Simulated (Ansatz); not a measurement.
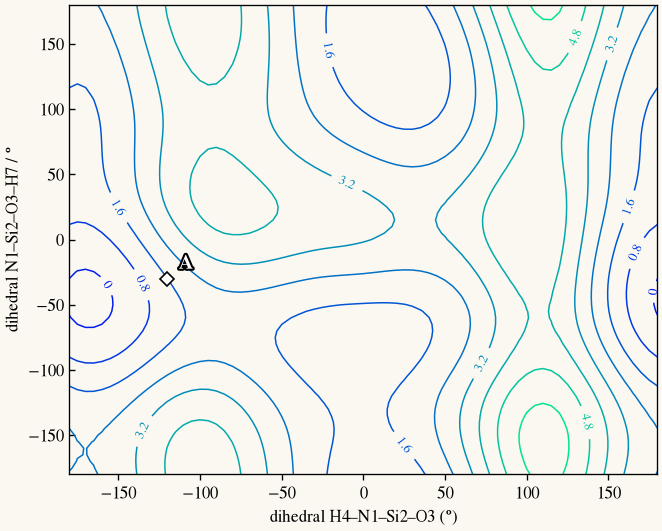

H4NOSi, SMILES [NH][SiH2]O, spin multiplicity 2. Coordinates scanned: (1) dihedral H4–N1–Si2–O3; (2) dihedral N1–Si2–O3–H7. Nothing is relaxed (all other coordinates rigid). Grid: 12 × 12 points. Points are written as (first, second). Energies are in kcal/mol, from the lowest grid point. These are results of Ansatz 0.2.0, UKS CAM-B3LYP-D4/def2-SVP, not measurements.

The picture shows contour lines labelled in kcal/mol, the point A. Between grid points the surface is interpolated.

Question: Which way does the force act at A, and how strong is it?

Answer: A, at (−120°, −30°), is not a stationary point. The computed force is 0.047 kcal/mol for each degree towards smaller values of dihedral H4–N1–Si2–O3 and 0.026 kcal/mol for each degree towards smaller values of dihedral N1–Si2–O3–H7.
